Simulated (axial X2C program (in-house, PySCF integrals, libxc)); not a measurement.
# InF⁺: EOM-IP-CCSD levels

Aim: EOM-IP-CCSD levels of InF⁺, with spin–orbit coupling in the Hamiltonian from the start.

Method: two-component X2C with atomic mean-field terms, In dyall-cv3z, F dyall-av3z; program: an in-house X2C program for linear molecules on PySCF integrals.

All values are calculated.

### 1 The job

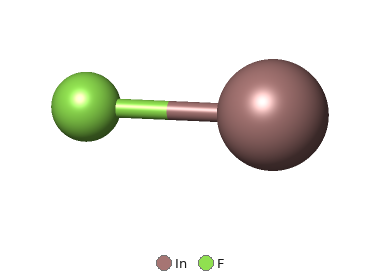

The two atoms at 2.060 Å (indium brown, fluorine green).

File task.json:

```json
{
 "zs": [
  49,
  9
 ],
 "q": 1,
 "bas": [
  "dyall-cv3z",
  "dyall-av3z"
 ],
 "r0": 2.06,
 "eom": "ip",
 "rq": 0,
 "thr": -2.0,
 "nmax": 95,
 "grid": [
  1,
  0.96,
  1.045,
  0.92,
  1.09,
  1.15
 ]
}
```

Keys: zs atomic numbers; q charge; bas basis sets; r0 starting distance in Å; eom kind of EOM run; thr threshold in hartree for freezing inner shells (an s shell follows its p shell); nmax most natural virtual spinors; grid distances as factors.

Command:

```
$ python soeom.py task.json out
```

After this run come: EOM-IP-CCSD at 1.996 Å.

**Question.** What will these runs give? Wanted: next root led by one particle; T1 of the reference; lowest state, Re and ωe.

The runs gave:

| quantity | value |
| --- | --- |
| lowest root at 1.996 Å | Ω = 1/2, 10.121 eV |
| next root led by one particle | Ω = 3/2, about 18580 cm⁻¹ higher |
| T1 of the reference | 0.015 |
| lowest state, Re and ωe | 1.894 Å, 627 cm⁻¹ |

**Reading.** Removing an electron from the reference determinant of InF costs 10.12 eV and empties a spinor of 52% In sσ, 25% F pσ, 17% In pσ. Errors of 0.1 to 0.3 eV are usual at this size, and roots led by higher excitations are left out, so the list is incomplete, and low states of that kind can be missing. The bond is 0.095 Å shorter than in the closed-shell reference at CCSD (1.989 Å).
